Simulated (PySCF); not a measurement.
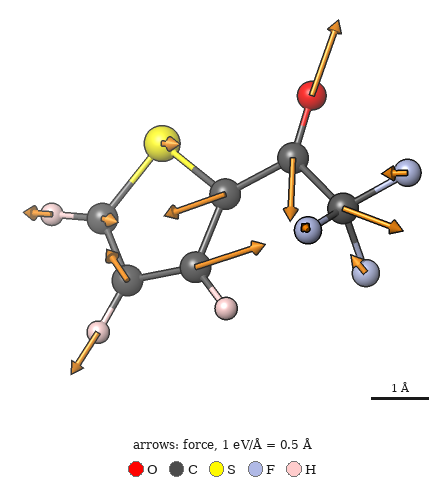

Starting geometry of C₆H₃F₃OS with the computed forces as orange arrows. A ball-and-stick model, seen from a free direction.

The start comes from GFN2-xTB. Its atoms were then displaced at random by about 0.01 Å.

Theory: PBE0-D3(BJ)/def2-SVP geometry optimisation, gas phase in PySCF. 

Q: Is this structure relaxed? If not, where do the atoms go?

A: It isn't relaxed: the largest force vector, on the O atom, is 2.93 eV/Å. The final displacements follow the starting forces only in part (cosine between the two patterns 0.46). The energy falls by 0.273 eV in 9 geometry steps. The atom that moves furthest after the best rigid fit is an H atom (0.092 Å). By element the largest moves are H 0.092 Å, C 0.061 Å, F 0.060 Å, S 0.033 Å, O 0.023 Å. Some distances before and after: C–C 1.361 → 1.412 Å, C–H 1.046 → 1.090 Å, C–C 1.420 → 1.457 Å, C–S 1.760 → 1.729 Å. Among the angles between lasting bonds that change: F–C–F 105.4° → 108.6°, C–C–S 108.5° → 111.5°, C–C–C 113.7° → 116.4°. The run took 2.6 min on 1 thread of AMD EPYC 7B13 (shared host).
